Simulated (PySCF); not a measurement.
System: C$_{7}$H$_{9}$OPSi (SMILES C=C/C([SiH3])=P/c1ccoc1).

The calculation's input:

```
{"job": {"kind": "nmr", "xc": "PBE0", "basis": "pcSseg-1"}, "charge": 0, "multiplicity": 1}
C      3.582393    -0.532343    -0.256881
C      2.423916    -1.128959    -0.535506
C      1.116371    -0.523784    -0.427338
Si     0.981696     1.357317    -0.243914
P     -0.161086    -1.637972    -0.588106
C     -1.640409    -0.671353    -0.204346
C     -1.905062     0.115922     0.956536
C     -3.191858     0.529842     0.841893
O     -3.749227     0.057092    -0.287011
C     -2.815525    -0.678701    -0.905653
H      4.518745    -1.058612    -0.335658
H      3.632678     0.490819     0.075077
H      2.437695    -2.173851    -0.832066
H      1.981370     1.971287    -1.121495
H     -0.336713     1.826643    -0.670386
H      1.223941     1.740185     1.151814
H     -1.220406     0.327300     1.752108
H     -3.806034     1.141030     1.473446
H     -3.082288    -1.142610    -1.834810
```

Command:

```sh
OMP_NUM_THREADS=1 python probes_run.py task.json out
```

Geometry: GFN2-xTB.

These are results of PBE0/pcSseg-1, SCF density, gas phase, non-relativistic in PySCF 2.14.0, not measurements.

Question: What can the converged electron density and electron localisation function tell about the bonding?

Answer: C–C (1.36 Å): ρ at the midpoint is about 2.2 e/Å³; the ELF peaks at about 0.95 between the atoms, as expected for localised, covalent bonding.
C–O (1.34 Å): ρ at the midpoint is about 2.4 e/Å³; the ELF peaks at about 0.90 between the atoms; a shared but strongly polarised pair.
C–H (1.07 Å): the density is about 2.1 e/Å³ at the midpoint; the ELF climbs to about 1 towards the hydrogen, as it does in any bond to H; a covalent bond by its length.
C–C (1.43 Å): ρ is about 1.9 e/Å³ halfway; the ELF peaks at about 0.95 between the atoms (localised, covalent bonding).

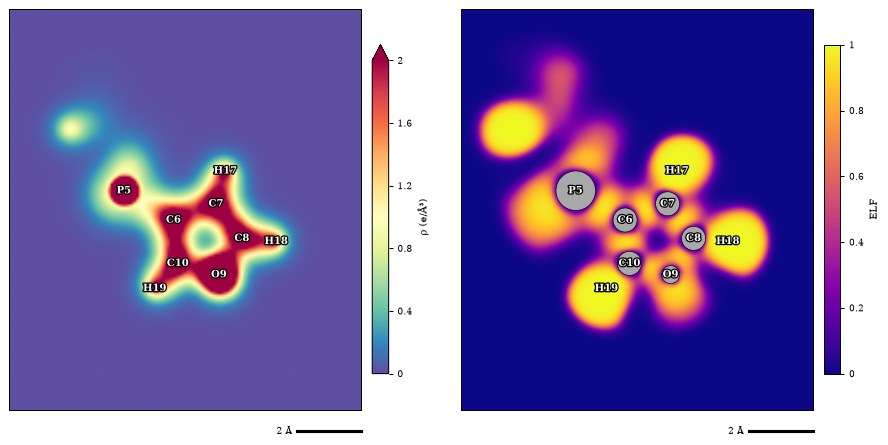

Computed electron density and electron localisation function on the plane of atoms C6, C10 and H19, in this order. Grey discs cover the atomic cores in the ELF map. 
